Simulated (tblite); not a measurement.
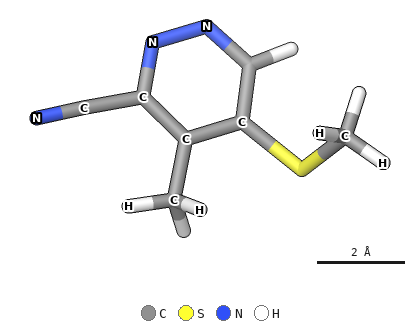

**Figure 1.** The starting structure (stick view, seen at a tilt).

# Geometry relaxation, with input and output: C$_{7}$H$_{7}$N$_{3}$S

C$_{7}$H$_{7}$N$_{3}$S, SMILES CSc1cnnc(C#N)c1C, computed with GFN2-xTB geometry optimisation, gas phase (tblite 0.8.0).

What the program printed:
```
step      E/eV     max force
  0    -829.34715    2.588
  1    -829.38972    7.173
  2    -829.46593    2.620
  3    -829.54088    1.213
  4    -829.55829    0.439
  5    -829.56752    0.501
  6    -829.57935    0.308
  7    -829.58279    0.138
  8    -829.58475    0.117
  9    -829.58617    0.127
 10    -829.58752    0.130
 11    -829.58879    0.092
 12    -829.59014    0.092
 13    -829.59148    0.096
 14    -829.59262    0.080
 15    -829.59349    0.081
 16    -829.59438    0.086
 17    -829.59564    0.134
 18    -829.59730    0.154
 19    -829.59897    0.111
 20    -829.60031    0.082
 21    -829.60136    0.076
 22    -829.60243    0.103
 23    -829.60374    0.116
 24    -829.60517    0.083
 25    -829.60669    0.110
 26    -829.60848    0.110
 27    -829.61075    0.174
 28    -829.61338    0.178
 29    -829.61601    0.132
 30    -829.61867    0.144
 31    -829.62177    0.145
 32    -829.62548    0.163
 33    -829.62952    0.148
 34    -829.63350    0.143
 35    -829.63775    0.166
 36    -829.64221    0.256
 37    -829.64405    0.309
 38    -829.64975    0.189
 39    -829.65261    0.158
 40    -829.65540    0.182
 41    -829.65859    0.213
 42    -829.66260    0.191
 43    -829.66626    0.128
 44    -829.66877    0.123
 45    -829.67000    0.157
 46    -829.67203    0.113
 47    -829.67412    0.105
 48    -829.67836    0.138
 49    -829.68146    0.214
 50    -829.68605    0.281
 51    -829.69142    0.267
 52    -829.69746    0.144
 53    -829.69931    0.237
 54    -829.70340    0.111
 55    -829.70560    0.117
 56    -829.70863    0.133
 57    -829.71051    0.109
 58    -829.71308    0.106
 59    -829.71511    0.101
 60    -829.71686    0.126
 61    -829.71875    0.143
 62    -829.72132    0.146
 63    -829.72639    0.177
 64    -829.73124    0.176
 65    -829.73632    0.188
 66    -829.74090    0.163
 67    -829.74447    0.163
 68    -829.74787    0.134
 69    -829.75109    0.123
 70    -829.75391    0.108
 71    -829.75533    0.084
 72    -829.75644    0.073
 73    -829.75718    0.061
 74    -829.75788    0.060
 75    -829.75834    0.060
 76    -829.75858    0.043
 77    -829.75873    0.030
 78    -829.75889    0.044
 79    -829.75911    0.072
 80    -829.75947    0.085
 81    -829.76001    0.080
 82    -829.76070    0.060
 83    -829.76156    0.067
 84    -829.76229    0.064
 85    -829.76271    0.047
 86    -829.76296    0.041
 87    -829.76320    0.035
 88    -829.76339    0.028
 89    -829.76350    0.024
 90    -829.76358    0.031
 91    -829.76367    0.024
 92    -829.76383    0.031
 93    -829.76406    0.039
 94    -829.76431    0.035
 95    -829.76451    0.056
 96    -829.76468    0.039
 97    -829.76494    0.045
 98    -829.76532    0.045
 99    -829.76591    0.055
100    -829.76663    0.064
101    -829.76746    0.074
102    -829.76846    0.069
103    -829.76972    0.134
104    -829.77025    0.095
105    -829.77114    0.051
106    -829.77154    0.139
107    -829.77177    0.025
108    -829.77190    0.022
109    -829.77204    0.039
110    -829.77216    0.034
111    -829.77232    0.028
112    -829.77253    0.030
113    -829.77273    0.036
114    -829.77294    0.035
115    -829.77315    0.033
116    -829.77333    0.030
117    -829.77343    0.036
118    -829.77352    0.027
119    -829.77360    0.018
120    -829.77367    0.014
121    -829.77370    0.013
122    -829.77374    0.016
123    -829.77378    0.018
124    -829.77383    0.018
125    -829.77391    0.022
126    -829.77399    0.020
127    -829.77406    0.013
128    -829.77410    0.012
129    -829.77414    0.012
130    -829.77417    0.015
131    -829.77420    0.015
132    -829.77424    0.015
133    -829.77428    0.014
134    -829.77432    0.016
135    -829.77437    0.016
136    -829.77442    0.015
137    -829.77448    0.016
138    -829.77454    0.016
139    -829.77461    0.020
140    -829.77468    0.023
141    -829.77477    0.032
142    -829.77489    0.028
143    -829.77512    0.030
144    -829.77520    0.022
145    -829.77527    0.022
146    -829.77534    0.019
147    -829.77539    0.017
148    -829.77543    0.017
149    -829.77546    0.015
150    -829.77548    0.014
151    -829.77550    0.007
```

Trajectory as extended XYZ (Å, eV, eV/Å), 6 of the 152 frames kept, from step=0 to step=151:
```
18
Properties=species:S:1:pos:R:3:forces:R:3 step=0 energy=-829.34715
C     2.9285   -0.1183    0.4789   -0.0930   0.4270   0.4360
S     1.8225   -0.9382   -0.7188    0.0860  -0.2560   0.2650
C     0.4198    0.1440   -0.6173   -0.8700   0.4220   0.0450
C     0.5230    1.4547   -1.1094   -1.2850   0.5780   0.4720
N    -0.4929    2.3305   -1.0698   -1.4380  -1.8050   0.8960
N    -1.6966    1.9427   -0.5791    2.4980  -0.2390  -0.6320
C    -1.8553    0.6826   -0.1195   -0.3250   1.5350  -0.3470
C    -3.1732    0.4188    0.3759   -1.6400  -0.7090   0.6630
N    -4.2345    0.1616    0.7788    2.1490   0.5720  -0.8100
C    -0.8352   -0.2699   -0.1094    0.9270  -0.7160  -0.1710
C    -1.0397   -1.6694    0.3989   -0.1670   0.0070   0.2650
H     2.4244   -0.0300    1.4541    0.1240  -0.1320  -0.4050
H     3.1963    0.8799    0.1324   -0.0340  -0.1030  -0.0610
H     3.8337   -0.7102    0.5996   -0.2150  -0.0860  -0.1880
H     1.4405    1.8362   -1.5302   -0.0140  -0.0050  -0.0020
H    -2.0494   -1.8388    0.7946    0.1660   0.2810  -0.2180
H    -0.3474   -1.8699    1.2305   -0.0170   0.0060  -0.4250
H    -0.8732   -2.3999   -0.4019    0.1480   0.2220   0.2190
18
Properties=species:S:1:pos:R:3:forces:R:3 step=30 energy=-829.61867
C     2.9626   -0.0301    0.4289   -0.0170  -0.0030  -0.0100
S     1.7490   -1.0434   -0.4715    0.0080   0.0490  -0.0050
C     0.3972    0.1032   -0.5210    0.0390  -0.0340  -0.0180
C     0.5560    1.4169   -0.9623   -0.0310  -0.0490  -0.0520
N    -0.4496    2.2665   -1.0235    0.0120   0.0030   0.0250
N    -1.6295    1.9278   -0.6313   -0.0780  -0.0200   0.0410
C    -1.8632    0.7004   -0.1714    0.0330  -0.0430  -0.0330
C    -3.1635    0.4038    0.3219    0.0690   0.0530  -0.0120
N    -4.1740    0.1123    0.7750   -0.0560   0.0340  -0.0430
C    -0.8758   -0.3024   -0.1231    0.0540   0.0320   0.0850
C    -1.1244   -1.6818    0.3741    0.0030   0.0420  -0.0330
H     2.5583    0.1502    1.4210    0.1250   0.0320   0.0350
H     3.1597    0.9077   -0.0801    0.0000  -0.0460  -0.0420
H     3.8709   -0.6219    0.4823   -0.0290   0.0090   0.0390
H     1.5123    1.7856   -1.3068   -0.0730   0.0550   0.0190
H    -2.1311   -1.7895    0.7724    0.0630  -0.0090  -0.0140
H    -0.3859   -1.9089    1.1466   -0.1010  -0.0860  -0.0560
H    -0.9779   -2.3901   -0.4427   -0.0190  -0.0210   0.0720
18
Properties=species:S:1:pos:R:3:forces:R:3 step=60 energy=-829.71686
C     3.1696    0.0616    0.2524    0.0490   0.0190  -0.0050
S     1.6999   -1.0015    0.1773    0.0540   0.0050  -0.0880
C     0.3856    0.1075   -0.1768    0.0170   0.0130   0.0370
C     0.5604    1.4079   -0.6619    0.0170  -0.0130   0.0040
N    -0.4432    2.2332   -0.8733   -0.0320  -0.0400   0.0390
N    -1.6532    1.8946   -0.5895   -0.0010  -0.0200   0.0290
C    -1.9160    0.6605   -0.1566   -0.0240  -0.0220  -0.0080
C    -3.2771    0.3786    0.1400   -0.0250   0.0230  -0.0480
N    -4.3717    0.1591    0.3964    0.0350  -0.0310  -0.0020
C    -0.9315   -0.3248    0.0232   -0.0020  -0.0010  -0.0170
C    -1.2454   -1.7441    0.3431    0.0000  -0.0090  -0.0060
H     3.0879    0.7445    1.0945   -0.0360  -0.0040  -0.0500
H     3.3270    0.6037   -0.6759   -0.0580  -0.0730  -0.0020
H     3.9984   -0.6229    0.4112   -0.0060   0.0140   0.0280
H     1.5308    1.7998   -0.9227    0.0190   0.0390   0.0600
H    -2.2300   -1.8714    0.7854   -0.0290   0.1220  -0.0150
H    -0.4908   -2.1627    1.0056    0.0390   0.0300   0.0640
H    -1.2093   -2.3173   -0.5839   -0.0180  -0.0520  -0.0200
18
Properties=species:S:1:pos:R:3:forces:R:3 step=91 energy=-829.76367
C     3.1750    0.0342    0.1190    0.0150   0.0030   0.0050
S     1.7003   -1.0216    0.1497    0.0160   0.0050   0.0060
C     0.3941    0.1156   -0.1233   -0.0030   0.0060   0.0070
C     0.5779    1.4516   -0.4966   -0.0020  -0.0030  -0.0090
N    -0.4244    2.2867   -0.6743    0.0010   0.0010   0.0030
N    -1.6457    1.9133   -0.5094    0.0150  -0.0030  -0.0130
C    -1.9140    0.6528   -0.1679   -0.0110   0.0070   0.0040
C    -3.2877    0.3245   -0.0128   -0.0030  -0.0080   0.0010
N    -4.3902    0.0440    0.1181   -0.0050  -0.0040   0.0020
C    -0.9256   -0.3219    0.0400   -0.0010   0.0120  -0.0020
C    -1.2534   -1.7275    0.4008   -0.0060   0.0100  -0.0060
H     3.0477    0.8630    0.8097    0.0070  -0.0110  -0.0160
H     3.3717    0.3830   -0.8913   -0.0110  -0.0040   0.0210
H     3.9904   -0.5994    0.4547    0.0060  -0.0110  -0.0170
H     1.5549    1.8753   -0.6702   -0.0150   0.0120   0.0090
H    -2.2628   -1.8049    0.7968   -0.0110  -0.0080  -0.0020
H    -0.5376   -2.1038    1.1310   -0.0040   0.0060   0.0050
H    -1.1796   -2.3586   -0.4858    0.0140  -0.0080   0.0010
18
Properties=species:S:1:pos:R:3:forces:R:3 step=121 energy=-829.77370
C     3.1827   -0.0079    0.0173    0.0010   0.0020   0.0020
S     1.6825   -0.9932    0.2738   -0.0050   0.0030   0.0040
C     0.3882    0.1517   -0.0209   -0.0020   0.0050  -0.0070
C     0.5706    1.4947   -0.3667   -0.0020   0.0000  -0.0020
N    -0.4352    2.3126   -0.6007    0.0030   0.0020   0.0060
N    -1.6570    1.9152   -0.5247    0.0060   0.0000   0.0040
C    -1.9248    0.6521   -0.1897   -0.0030   0.0000  -0.0050
C    -3.2982    0.2920   -0.1347   -0.0010   0.0020  -0.0010
N    -4.3999   -0.0187   -0.0943   -0.0040   0.0050   0.0090
C    -0.9330   -0.3005    0.0864   -0.0080  -0.0020  -0.0100
C    -1.2473   -1.7069    0.4551    0.0010   0.0000  -0.0030
H     3.2346    0.7901    0.7522    0.0020   0.0030  -0.0050
H     3.2037    0.3819   -0.9959    0.0000   0.0020  -0.0050
H     4.0090   -0.6971    0.1621    0.0020  -0.0040   0.0090
H     1.5464    1.9442   -0.4639    0.0020  -0.0030  -0.0010
H    -2.3141   -1.8465    0.6086   -0.0020  -0.0040  -0.0030
H    -0.7070   -1.9812    1.3612    0.0000  -0.0020   0.0060
H    -0.9100   -2.3763   -0.3370    0.0090  -0.0090   0.0000
18
Properties=species:S:1:pos:R:3:forces:R:3 step=151 energy=-829.77550
C     3.1818   -0.0110    0.0153    0.0010   0.0020  -0.0030
S     1.6793   -0.9939    0.2691    0.0020   0.0030  -0.0020
C     0.3863    0.1499   -0.0348    0.0000  -0.0030   0.0030
C     0.5695    1.4927   -0.3794    0.0000  -0.0020  -0.0010
N    -0.4367    2.3141   -0.5991    0.0020   0.0010  -0.0010
N    -1.6585    1.9201   -0.5076   -0.0020   0.0030   0.0000
C    -1.9269    0.6545   -0.1822    0.0010   0.0000  -0.0020
C    -3.3017    0.3037   -0.1020   -0.0020   0.0000   0.0030
N    -4.4052    0.0053   -0.0322    0.0030   0.0000  -0.0020
C    -0.9348   -0.3033    0.0735    0.0010   0.0000   0.0030
C    -1.2433   -1.7119    0.4386   -0.0020   0.0020  -0.0020
H     3.2210    0.8028    0.7334    0.0020  -0.0010   0.0000
H     3.2186    0.3579   -1.0055   -0.0010  -0.0020   0.0010
H     4.0065   -0.6957    0.1887   -0.0010   0.0020   0.0030
H     1.5460    1.9385   -0.4862   -0.0020   0.0010  -0.0010
H    -2.3150   -1.8897    0.4629   -0.0070   0.0000  -0.0010
H    -0.8165   -1.9400    1.4158    0.0040   0.0000   0.0040
H    -0.7791   -2.3878   -0.2801    0.0020  -0.0050  -0.0040
```

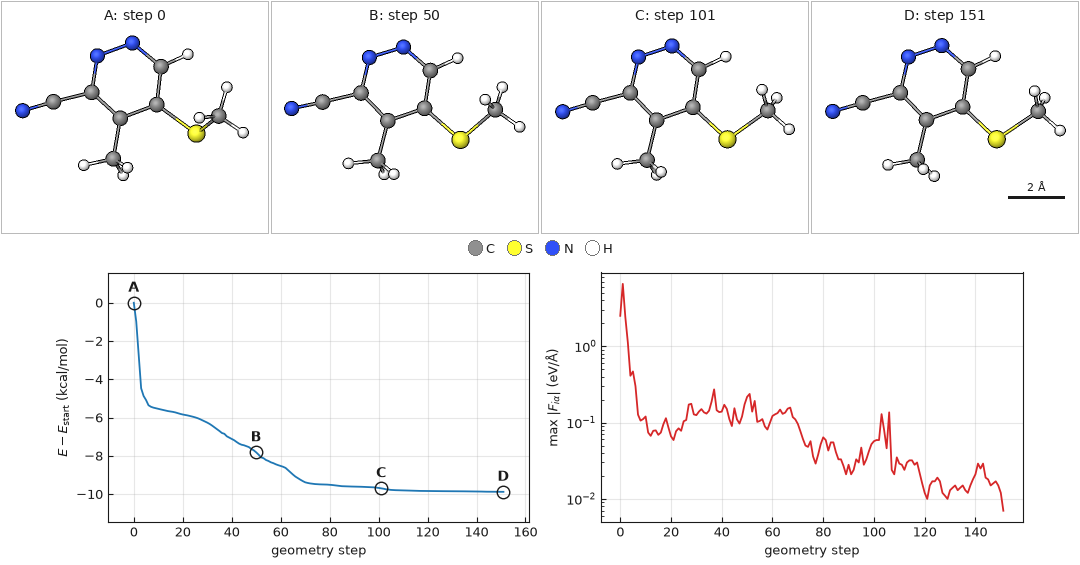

**Figure 2.** Frames of the relaxation (ball-and-stick view, seen at a tilt) above the curves, on which the letters mark them (steps are counted from 0).

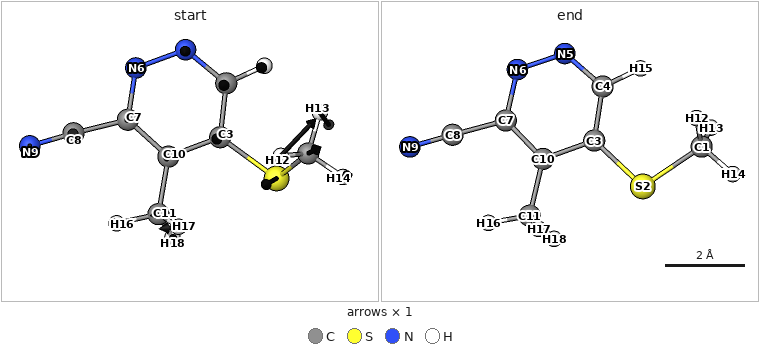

**Figure 3.** Before (left) and after (right) the relaxation, at one scale (ball-and-stick view, seen at a tilt). The black arrows give the displacements, at true length. The atom that moves furthest after the best rigid fit is H12 (1.40 Å). Largest moves by element: H 1.40 Å, S 1.03 Å, N 0.83 Å, C 0.67 Å. Among the contacts that change: N5–N6 1.356 → 1.287 Å, C4–N5 1.342 → 1.317 Å, S2–C3 1.775 → 1.753 Å, C8–N9 1.164 → 1.145 Å. Among the angles that change: S2–C3–C4 119.4° → 124.9°, S2–C3–C10 122.9° → 118.1°, S2–C1–H14 109.4° → 105.4°. After 151 geometry steps the energy has fallen by 9.88 kcal/mol. Largest force component: 2.5 eV/Å at the start, 0.007 eV/Å at the end. (Atoms are counted from 1 in the order of the input.)

This output came from the following input.

Input:
```
{"job": {"kind": "relax", "xc": "GFN2-xTB", "basis": "xTB"}, "charge": 0, "multiplicity": 1}
C      2.928500    -0.118300     0.478900
S      1.822500    -0.938200    -0.718800
C      0.419800     0.144000    -0.617300
C      0.523000     1.454700    -1.109400
N     -0.492900     2.330500    -1.069800
N     -1.696600     1.942700    -0.579100
C     -1.855300     0.682600    -0.119500
C     -3.173200     0.418800     0.375900
N     -4.234500     0.161600     0.778800
C     -0.835200    -0.269900    -0.109400
C     -1.039700    -1.669400     0.398900
H      2.424400    -0.030000     1.454100
H      3.196300     0.879900     0.132400
H      3.833700    -0.710200     0.599600
H      1.440500     1.836200    -1.530200
H     -2.049400    -1.838800     0.794600
H     -0.347400    -1.869900     1.230500
H     -0.873200    -2.399900    -0.401900
```

The first line tells a small driver script what to run in tblite; the rest is the geometry in Å.

Run as:
```bash
OMP_NUM_THREADS=1 python <driver script> task.json out
```

Key numbers:

```tsv
quantity	value
outcome	converged
total energy	−829.7755 eV
hardware	1 CPU thread, shared host
peak memory	0.18 GiB
```
